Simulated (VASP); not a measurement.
Band structure of SrTe (rock salt). All values below come from vdW-DF-cx, VASP's PBE PAW potentials (set 64) (plane waves; VASP).

Unless said otherwise, spin-orbit coupling is left out, though it shifts the bands of the heavy elements here.

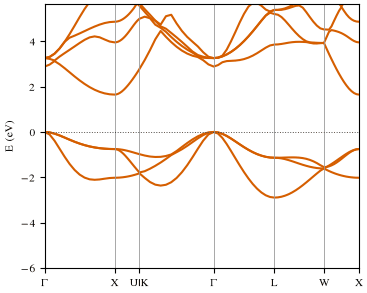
Figure. Bands along high-symmetry lines, zero at the valence-band maximum or, without a gap, the Fermi level

Task: Read the plot: is there a gap, and where are the band edges?

Result: The gap is indirect, 1.65 eV, from the valence maximum at Γ to the conduction minimum at X. (Edges off the drawn lines would not show.)

The compound is SrTe in the rock salt structure. It was relaxed first.
